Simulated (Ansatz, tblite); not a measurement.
**In(H2S)Cl3 (Cl₃H₂InS): charged states by level of theory**

What does removing or adding an electron cost or gain for In(H2S)Cl3 (Cl₃H₂InS)? Each charged state is run at several levels.

The runs use Ansatz 0.2.0, Gaussian basis; as each input shows.

Levels to be run: charge +1 doublet, at the geometry of the singlet (PBE0-D4/def2-TZVP, PBE-D4/def2-TZVP, ωB97M-V/def2-TZVP); charge -1 doublet, at the geometry of the singlet (PBE0-D4/def2-TZVPD, PBE-D4/def2-TZVPD, ωB97M-V/def2-TZVPD); the starting singlet's energies come from earlier runs.

2 further runs of the same task are left out: 2 set aside as unsound or not needed. Runs told in other sessions of the task aren't counted.

## (1) The geometry

The geometry is that of the singlet, from an earlier relaxation (B3LYP-D4/def2-SVP).

7 atoms, charge 0, spin multiplicity 1.

Atoms are counted from 1 here; the program's logs count them from 0.

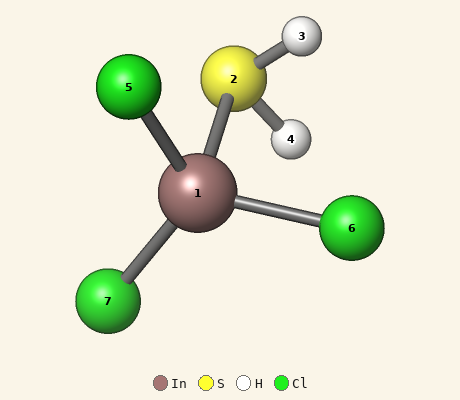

The geometry (indium brown, sulfur yellow, hydrogen white, chlorine green); atoms are numbered from 1 in the order of the file.

In takes a core potential in the def2 sets. No spin-orbit coupling is included.

## (2) Charge +1 doublet at the fixed geometry, PBE0-D4/def2-TZVP

in.yaml reads:

```yaml
crystal:
  periodic: [false, false, false]
  atoms:
    - {symbol: In, position_ang: [0.139642, -0.232742, -1.092622]}
    - {symbol: S, position_ang: [0.148784, -0.259174, 1.702251]}
    - {symbol: H, position_ang: [0.518609, 1.042715, 1.772925]}
    - {symbol: H, position_ang: [-1.169371, 0.048631, 1.768362]}
    - {symbol: Cl, position_ang: [2.465217, -0.181365, -1.456977]}
    - {symbol: Cl, position_ang: [-1.044944, 1.808526, -1.234481]}
    - {symbol: Cl, position_ang: [-1.057937, -2.226581, -1.459469]}
basis:
  gaussian: {orbitals: def2-TZVP}
total_charge: 1
magnetization: {spin_polarized: true, initial_magnetization: 1}
hamiltonian: {xc: pbe0, dispersion: d4}
scf: {omitted_lower_state_checks: [starts]}
output: {orbitals: {seedname: orbitals}}
```

The run is started by

```bash
ansatz run in.yaml --threads 4 --pin off --events-out ev --progress --plain --max-ram 4787MiB
```

The log of the run:

```text
Functional definition: PBE0
  name "PBE0"
  cite "Adamo & Barone, J. Chem. Phys. 110, 6158 (1999) doi:10.1063/1.478522"
  cite "Perdew, Burke & Ernzerhof, Phys. Rev. Lett. 77, 3865 (1996) doi:10.1103/PhysRevLett.77.3865"
  parent pbe
  parameter a = 0.25
  parameter kappa = 0.804
  parameter beta = 0.06672455060314922
  exchange = (1 - a)*pbe_x(kappa = kappa, mu = beta*pi^2/3) + a*exact_x
  correlation = pbe_c(beta = beta)
these checks for a lower state are left out or cut short: starts
1644 factors; their error is unknown
mean field evaluation 1: about -53584.3885 eV, gradient 2.8e1 eV
mean field evaluation 2: about -53577.2032 eV, gradient 4.7e1 eV
mean field evaluation 4: about -53587.3612 eV, gradient 1.5e1 eV
mean field evaluation 8: about -53589.0558 eV, gradient 2.2e0 eV
mean field evaluation 16: about -53589.1061 eV, gradient 1.1e-1 eV
mean field evaluation 32: about -53589.2891 eV, gradient 2.3e-5 eV
mean field -53589.28907933 eV, -1969.3700495405 hartree, gradient 8.5e-6 eV, S^2 0.755346; 0 other end points of the search recorded, 0 dependent functions left out
reference -53589.28911713 eV, -1969.3700509297 hartree; 45, 44 occupied and 165, 166 virtual orbitals, 1644 factors
Total energy: -53589.50276150 eV, -1969.3779022156 hartree
Checks for a lower state left out: starts
```

Run time: 29 s. Hardware: 4 threads of Arm Neoverse V1, shared host; peak memory 1.6 GiB.

HOMO -13.53 eV, LUMO -12.46 eV (over both spins); ⟨S²⟩ 0.755 (pure: 0.75).

## (3) Charge +1 doublet at the fixed geometry, PBE-D4/def2-TZVP

start.molden holds the orbitals of an earlier run on this state, given as this run's starting guess.

Changes to in.yaml since step 2:

```diff
@@ -11,6 +11,6 @@
 basis:
-  gaussian: {orbitals: def2-TZVP}
+  gaussian: {orbitals: def2-TZVP, initial_orbitals: start.molden}
 total_charge: 1
 magnetization: {spin_polarized: true, initial_magnetization: 1}
-hamiltonian: {xc: pbe0, dispersion: d4}
+hamiltonian: {xc: pbe, dispersion: d4}
 scf: {omitted_lower_state_checks: [starts]}
```

Launched as before.

The log of the run:

```text
Functional definition: PBE
  name "PBE"
  cite "Perdew, Burke & Ernzerhof, Phys. Rev. Lett. 77, 3865 (1996) doi:10.1103/PhysRevLett.77.3865"
  parent pbe
  parameter kappa = 0.804
  parameter beta = 0.06672455060314922
  exchange = pbe_x(kappa = kappa, mu = beta*pi^2/3)
  correlation = pbe_c(beta = beta)
these checks for a lower state are left out or cut short: starts
1505 factors; their error is unknown
mean field evaluation 1: about -53585.8759 eV, gradient 1.1e1 eV
mean field evaluation 2: about -53586.0279 eV, gradient 2.6e-1 eV
mean field evaluation 4: about -53586.0214 eV, gradient 6.0e-3 eV
mean field evaluation 8: about -53586.0214 eV, gradient 1.5e-5 eV
mean field evaluation 16: about -53586.0214 eV, gradient 7.5e-5 eV
mean field -53586.02137601 eV, -1969.2499636587 hartree, gradient 1.8e-6 eV, S^2 0.751559; 0 other end points of the search recorded, 0 dependent functions left out
reference -53586.02142825 eV, -1969.2499655782 hartree; 45, 44 occupied and 165, 166 virtual orbitals, 1505 factors
Total energy: -53586.26202282 eV, -1969.2588072658 hartree
Checks for a lower state left out: starts
```

Wall time 12 s (4 threads of Arm Neoverse V1, shared host); peak memory 0.66 GiB.

From the report: HOMO -12.54 eV, LUMO -12.53 eV (over both spins); ⟨S²⟩ 0.752 (pure: 0.75).

## (4) Charge +1 doublet at the fixed geometry, ωB97M-V/def2-TZVP

Changes to in.yaml since step 3:

```diff
@@ -14,3 +14,3 @@
 magnetization: {spin_polarized: true, initial_magnetization: 1}
-hamiltonian: {xc: pbe, dispersion: d4}
+hamiltonian: {xc: {name: wB97M-V}}
 scf: {omitted_lower_state_checks: [starts]}
```

Same command.

The log of the run, shortened:

```text
Functional definition: wB97M-V
  name "wB97M-V"
  cite "Mardirossian & Head-Gordon, J. Chem. Phys. 144, 214110 (2016) doi:10.1063/1.4952647"
  cite "Becke, J. Chem. Phys. 107, 8554 (1997) doi:10.1063/1.475007"
  cite "Vydrov & Van Voorhis, J. Chem. Phys. 133, 244103 (2010) doi:10.1063/1.3521275"
  # Of w^i u^j: cxij and so on, Table III.
[...]
  gx(w, u) = 1 - cx + cx01*u + cx10*w
  gss(w, u) = css00 + css04*u^4 + css10*w + css20*w^2 + css43*w^4*u^3
  gos(w, u) = cos00 + cos10*w + (cos20 + cos21*u)*w^2 + (cos60 + cos61*u)*w^6
[...]
      + integral(e_c_pw_mod_opposite_spin*gos(b97_w_opposite, b97_u_opposite)) + vv10(b, c)
[...]
1565 factors; their error is unknown
291 factors; integrals over basis functions are off by at most 2.2e-5 eV
[...]
mean field -53600.98699170 eV, -1969.7999398912 hartree, gradient 6.2e-6 eV, S^2 0.761234; 0 other end points of the search recorded, 0 dependent functions left out
reference -53600.98705318 eV, -1969.7999421503 hartree; 45, 44 occupied and 165, 166 virtual orbitals, 1565 factors
Total energy: -53600.98705318 eV, -1969.7999421503 hartree
Checks for a lower state left out: starts
```

Run time: 1.7 min. Hardware: 4 threads of Arm Neoverse V1, shared host; peak memory 1.9 GiB.

HOMO -15.34 eV, LUMO -11.36 eV (over both spins); ⟨S²⟩ 0.761 (pure: 0.75).

## (5) Vertical ionisation energy

Charged state less starting state, singlet to doublet; the starting state's energies are those of its earlier runs.

| level | vertical ionisation energy (eV) | time |
| --- | --- | --- |
| PBE-D4/def2-TZVP | +10.05 | 14 s |
| PBE0-D4/def2-TZVP | +10.72 | 33 s |
| ωB97M-V/def2-TZVP | +11.30 | 1.9 min |

Times add the two runs; a level without a time comes out of a correlated run.

Beside −ε(HOMO) of the starting state:

| level | −ε(HOMO) (eV) | by difference (eV) | mismatch (eV) |
| --- | --- | --- | --- |
| PBE-D4/def2-TZVP | 7.47 | 10.05 | -2.59 |
| PBE0-D4/def2-TZVP | 8.91 | 10.72 | -1.82 |
| ωB97M-V/def2-TZVP | 11.20 | 11.30 | -0.10 |

## (6) Charge -1 doublet at the fixed geometry, PBE0-D4/def2-TZVPD

Changes to in.yaml since step 4:

```diff
@@ -11,6 +11,6 @@
 basis:
-  gaussian: {orbitals: def2-TZVP, initial_orbitals: start.molden}
-total_charge: 1
+  gaussian: {orbitals: def2-TZVPD}
+total_charge: -1
 magnetization: {spin_polarized: true, initial_magnetization: 1}
-hamiltonian: {xc: {name: wB97M-V}}
+hamiltonian: {xc: pbe0, dispersion: d4}
 scf: {omitted_lower_state_checks: [starts]}
```

The command is unchanged.

The log of the run, shortened:

```text
Functional definition: PBE0
  name "PBE0"
  cite "Adamo & Barone, J. Chem. Phys. 110, 6158 (1999) doi:10.1063/1.478522"
  cite "Perdew, Burke & Ernzerhof, Phys. Rev. Lett. 77, 3865 (1996) doi:10.1103/PhysRevLett.77.3865"
  parent pbe
[...]
1854 factors; their error is unknown
[...]
mean field -53601.02238554 eV, -1969.8012405908 hartree, gradient 4.8e-5 eV, S^2 0.751635; 0 other end points of the search recorded, 0 dependent functions left out
reference -53601.02242847 eV, -1969.8012421683 hartree; 46, 45 occupied and 212, 213 virtual orbitals, 1854 factors
Total energy: -53601.26682954 eV, -1969.8102237419 hartree
Checks for a lower state left out: starts
```

It took 20 s on 4 threads of Arm Neoverse V1, shared host; peak memory 1.3 GiB.

HOMO 0.48 eV, LUMO 2.01 eV (over both spins); ⟨S²⟩ 0.752 (pure: 0.75). Doubts: highest occupied level lies above zero.

## (7) Charge -1 doublet at the fixed geometry, PBE-D4/def2-TZVPD

Changes to in.yaml since step 6:

```diff
@@ -11,6 +11,6 @@
 basis:
-  gaussian: {orbitals: def2-TZVPD}
+  gaussian: {orbitals: def2-TZVPD, initial_orbitals: start.molden}
 total_charge: -1
 magnetization: {spin_polarized: true, initial_magnetization: 1}
-hamiltonian: {xc: pbe0, dispersion: d4}
+hamiltonian: {xc: pbe, dispersion: d4}
 scf: {omitted_lower_state_checks: [starts]}
```

Launched as before.

The log of the run:

```text
Functional definition: PBE
  name "PBE"
  cite "Perdew, Burke & Ernzerhof, Phys. Rev. Lett. 77, 3865 (1996) doi:10.1103/PhysRevLett.77.3865"
  parent pbe
  parameter kappa = 0.804
  parameter beta = 0.06672455060314922
  exchange = pbe_x(kappa = kappa, mu = beta*pi^2/3)
  correlation = pbe_c(beta = beta)
these checks for a lower state are left out or cut short: starts
1666 factors; their error is unknown
mean field evaluation 1: about -53597.1083 eV, gradient 1.1e1 eV
mean field evaluation 2: about -53597.2547 eV, gradient 2.4e-1 eV
mean field evaluation 4: about -53597.2438 eV, gradient 2.4e-2 eV
mean field evaluation 8: about -53597.2438 eV, gradient 1.6e-5 eV
mean field -53597.24376912 eV, -1969.6623789986 hartree, gradient 1.6e-5 eV, S^2 0.750629; 0 other end points of the search recorded, 0 dependent functions left out
reference -53597.24382420 eV, -1969.6623810227 hartree; 46, 45 occupied and 212, 213 virtual orbitals, 1666 factors
Total energy: -53597.51913432 eV, -1969.6724984828 hartree
Checks for a lower state left out: starts
```

It took 6.5 s on 4 threads of Arm Neoverse V1, shared host; peak memory 0.56 GiB.

From the report: HOMO 0.90 eV, LUMO 1.22 eV (over both spins); ⟨S²⟩ 0.751 (pure: 0.75). Doubts: highest occupied level lies above zero.

## (8) Charge -1 doublet at the fixed geometry, ωB97M-V/def2-TZVPD

Changes to in.yaml since step 7:

```diff
@@ -14,3 +14,3 @@
 magnetization: {spin_polarized: true, initial_magnetization: 1}
-hamiltonian: {xc: pbe, dispersion: d4}
+hamiltonian: {xc: {name: wB97M-V}}
 scf: {omitted_lower_state_checks: [starts]}
```

Same command.

The log of the run:

```text
Functional definition: wB97M-V
  name "wB97M-V"
  cite "Mardirossian & Head-Gordon, J. Chem. Phys. 144, 214110 (2016) doi:10.1063/1.4952647"
  cite "Becke, J. Chem. Phys. 107, 8554 (1997) doi:10.1063/1.475007"
  cite "Vydrov & Van Voorhis, J. Chem. Phys. 133, 244103 (2010) doi:10.1063/1.3521275"
  # Of w^i u^j: cxij and so on, Table III.
  parameter omega = 0.3/bohr
  parameter cx = 0.15
  parameter cx01 = 1.007
  parameter cx10 = 0.259
  parameter css00 = 0.443
  parameter css04 = -1.437
  parameter css10 = -4.535
  parameter css20 = -3.390
  parameter css43 = 4.278
  parameter cos00 = 1.000
  parameter cos10 = 1.358
  parameter cos20 = 2.924
  parameter cos21 = -8.812
  parameter cos60 = -1.390
  parameter cos61 = 9.142
  parameter b = 6.0
  parameter c = 0.01
  gx(w, u) = 1 - cx + cx01*u + cx10*w
  gss(w, u) = css00 + css04*u^4 + css10*w + css20*w^2 + css43*w^4*u^3
  gos(w, u) = cos00 + cos10*w + (cos20 + cos21*u)*w^2 + (cos60 + cos61*u)*w^6
  exchange = spin_sum(e_x_unif_sr(omega)*gx(b97_w, b97_u_x)) + cx*exact_x_sr(omega) + exact_x_lr(omega)
  correlation = spin_sum(e_c_pw_mod_same_spin*gss(b97_w, b97_u_same))
      + integral(e_c_pw_mod_opposite_spin*gos(b97_w_opposite, b97_u_opposite)) + vv10(b, c)
these checks for a lower state are left out or cut short: starts
1716 factors; their error is unknown
425 factors; integrals over basis functions are off by at most 3.3e-5 eV
the host lacks memory for fits, so the integrals are decomposed
1743 factors; integrals over basis functions are off by at most 8.1e-4 eV
425 factors; integrals over basis functions are off by at most 3.3e-5 eV
mean field evaluation 1: about -53612.9843 eV, gradient 1.1e1 eV
mean field evaluation 2: about -53613.1167 eV, gradient 2.3e-1 eV
mean field evaluation 4: about -53613.1838 eV, gradient 1.3e-2 eV
mean field evaluation 8: about -53613.1838 eV, gradient 1.7e-5 eV
mean field -53613.18379644 eV, -1970.2481641982 hartree, gradient 1.6e-5 eV, S^2 0.752828; 0 other end points of the search recorded, 0 dependent functions left out
reference -53613.18384515 eV, -1970.2481659882 hartree; 46, 45 occupied and 212, 213 virtual orbitals, 1743 factors
Total energy: -53613.18384515 eV, -1970.2481659882 hartree
Checks for a lower state left out: starts
```

It took 40 s on 4 threads of Arm Neoverse V1, shared host; peak memory 1.6 GiB.

From the report: HOMO -1.00 eV, LUMO 2.61 eV (over both spins); ⟨S²⟩ 0.753 (pure: 0.75).

## (9) Vertical electron affinity

Starting state less charged state (positive: the electron is bound), singlet to doublet; the starting state's energies are those of its earlier runs.

| level | vertical electron affinity (eV) | time |
| --- | --- | --- |
| PBE-D4/def2-TZVPD | +1.13 | 10 s |
| PBE0-D4/def2-TZVPD | +0.98 | 26 s |
| ωB97M-V/def2-TZVPD | +0.83 | 56 s |

Times add the two runs; a level without a time comes out of a correlated run.

Beside −ε(LUMO) of the starting state:

| level | −ε(LUMO) (eV) | by difference (eV) | mismatch (eV) |
| --- | --- | --- | --- |
| PBE-D4/def2-TZVPD | 3.38 | 1.13 | +2.25 |
| PBE0-D4/def2-TZVPD | 2.52 | 0.98 | +1.53 |
| ωB97M-V/def2-TZVPD | 0.72 | 0.83 | -0.11 |

## (10) Outcome

```
                                             quantity                                 value
 vertical ionisation energy, functionals in def2-TZVP  10.05 (PBE-D4) to 11.30 eV (ωB97M-V)
vertical electron affinity, functionals in def2-TZVPD    0.83 (ωB97M-V) to 1.13 eV (PBE-D4)
```

In words: The vertical ionisation energy spans 10.05 to 11.30 eV over the functionals. −ε(HOMO) misses the level's own difference by -0.10 eV at best (ωB97M-V) and -2.59 eV at worst (PBE-D4). The vertical electron affinity spans 0.83 to 1.13 eV over the functionals. The anion's highest level lies above zero where self-interaction lifts it, so diffuse functions weigh on these values. −ε(LUMO) misses the level's own difference by -0.11 eV at best (ωB97M-V) and +2.25 eV at worst (PBE-D4).

The anion's highest level is positive in at least one run, so there the basis alone may hold the extra electron.
